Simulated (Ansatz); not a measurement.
**Computed against measured: atomisation enthalpy at 298 K**

8 molecules holding Si, Ge, B, Al, Ga, P or As; the atomisation enthalpy at 298 K in kJ/mol, computed less measured. Shapes, held fixed at every level: PBE0-D4/def2-TZVP. Thermal terms are harmonic and unscaled (PBE0-D4/def2-TZVP); the spin-orbit lowering of the free atoms is taken from their spectra. Programs: Ansatz 0.2.0. Measured values: NIST-JANAF tables.

Levels: A = HF/def2-SVP; B = PBE-D4/def2-TZVPP; C = BHLYP-D4/def2-TZVPP; D = CCSD(T)/def2-TZVPP.

```tsv
molecule	from tabulated heats	A	B	C	D
BOF (fluoro(oxo)borane)	1501	-435	+41	-117	-73
AlClF2 (SMILES [F][Al]([F])[Cl])	1609	-412	-1	-98	-47
BBr2F (dibromofluoroborane)	1388	-352	+55	-78	-46
SiH2Br2 (dibromosilane)	1300	-357	-1	-30	-34
SiBr4 (tetrabromosilane)	1313	-452	+31	-73	-60
SiCl4 (silicon tetrachloride)	1598	-473	+26	-82	-74
SiH2F2 (SMILES F[SiH2]F)	1836	-520	-36	-90	-64
SiI4 (SMILES I[Si](I)(I)I)	987	-459	+48	-57	-56
```

(1) Sum up the errors.

## Answers

(1) 
```csv
level,kind,mean error,mean absolute error,worst case
HF/def2-SVP,Hartree–Fock,-432.5,432.5,SiH2F2
PBE-D4/def2-TZVPP,GGA,+20.4,29.9,BBr2F
BHLYP-D4/def2-TZVPP,global hybrid,-78.1,78.1,BOF
CCSD(T)/def2-TZVPP,coupled cluster or CI,-56.8,56.8,SiCl4
```

On this set PBE-D4/def2-TZVPP has the smallest mean absolute error and HF/def2-SVP the largest. HF/def2-SVP is too low in 8 of 8; BHLYP-D4/def2-TZVPP is too low in 8 of 8; CCSD(T)/def2-TZVPP is too low in 8 of 8. The heats of AlClF2, SiBr4, SiI4 come from older tables and can be uncertain by 10 kJ/mol or more. The molecules' own spin-orbit binding is left out, so errors for heavy halides read too negative. The tabulated values of BOF, BBr2F, SiH2Br2, SiH2F2 are in doubt (older tables, estimates, or at odds with other calculations) and kept here. Over the 4 molecules whose values aren't doubted the mean absolute errors are A 449.0; B 26.5; C 77.5; D 59.2. For BHLYP-D4/def2-TZVPP the error grows with the size of the molecule. Hartree–Fock lacks correlation and underbinds. Correlated wave functions converge slowly with the basis. For atoms past krypton def2 sets carry core potentials with scalar relativity. Relativity is left out for Br. Outer-core shells of Br, I are correlated, in sets that cover them unevenly. The set is small.

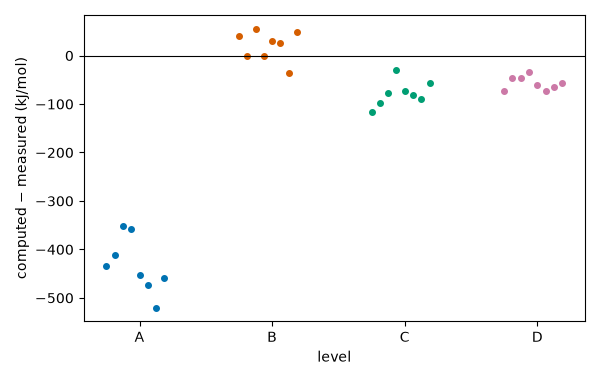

Errors of each level, one point a molecule.
